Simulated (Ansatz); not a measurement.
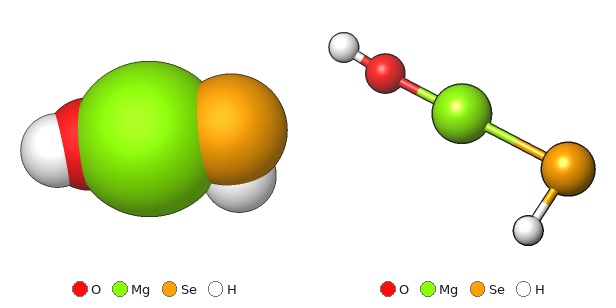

The same structure drawn twice, from different directions.

Which formula does it have?

H₂MgOSe, 5 atoms: 2 hydrogen, 1 magnesium, 1 oxygen and 1 selenium.

How many bonds of each kind are drawn?

1 Mg–O, 1 Mg–Se, 1 O–H, 1 Se–H. Sticks follow a distance rule.

The parts below concern this one geometry. Atoms keep their numbers from picture to picture. The geometry was computed by an optimisation with PBE0-D4/def2-TZVP. No frequency run is at hand to confirm it as a minimum.

**Electronic properties**

No frequency run is at hand to confirm it as a minimum. Properties computed with RKS PBE0-D4/def2-TZVPP (Ansatz 0.2.0).

Estimate the HOMO energy (Kohn–Sham orbital).

−6.84 eV.

Estimate the HOMO–LUMO gap.

5.55 eV.

**Charges**

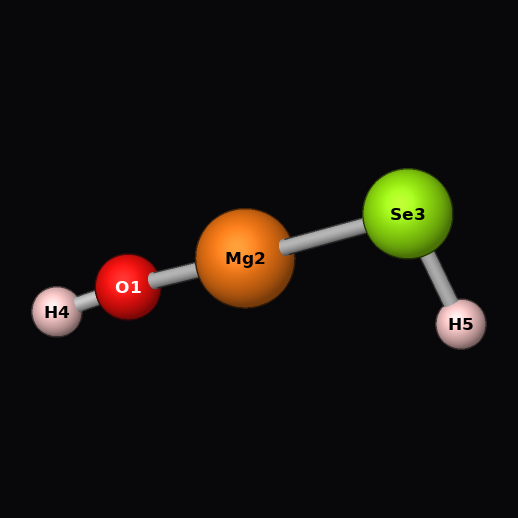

The questions are on Mulliken charges. No frequency run is at hand to confirm it as a minimum. Method: RKS PBE0-D4/def2-TZVP (Ansatz 0.2.0).

Which atom carries the highest charge (most positive or least negative)?

Mg2 (0.89 e).

And the lowest?

O1 (−0.81 e).

List the Mulliken charges.

```tsv
atom	value (e)
O1	−0.81
Mg2	0.89
Se3	−0.51
H4	0.31
H5	0.13
```

**Dipole moment**

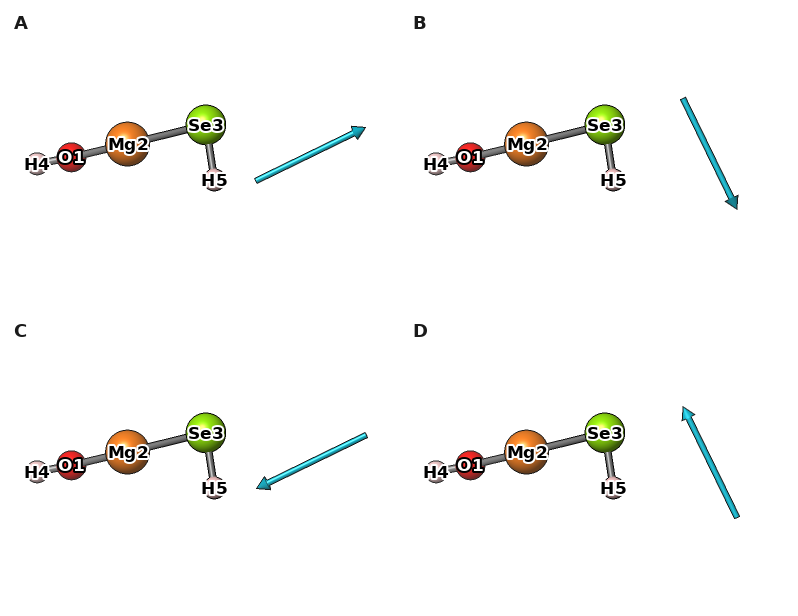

The same molecule four times, each with an arrow. No frequency run is at hand to confirm it as a minimum. Method: RKS PBE0-D4/def2-TZVP (Ansatz 0.2.0).

Which arrow points along the dipole moment, from the negative to the positive end?

C. The dipole moment is 1.53 D; it points from the side of Se3 to the side of H4 (the outermost atoms at the two ends).

Mulliken values depend strongly on the basis set and can even reverse the polarity of a bond.
